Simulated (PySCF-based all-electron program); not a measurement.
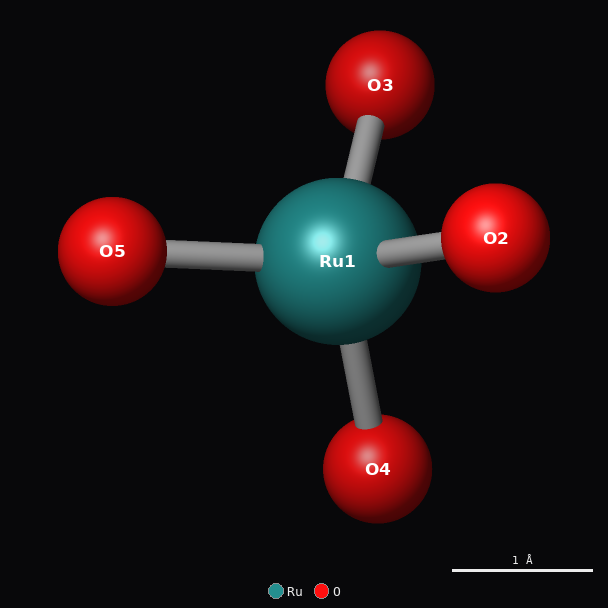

Simulated data, not a measurement (program: PySCF-based all-electron program).

Numbered structure. Charge 0, singlet. Geometry: a fixed input geometry, not necessarily a minimum.

**How are the neighbours of atom 1 arranged?**

Ru1 has 4 neighbours (O2 at 1.87, O3 at 1.70, O4 at 1.70, O5 at 1.70 Å); the arrangement is tetrahedral.
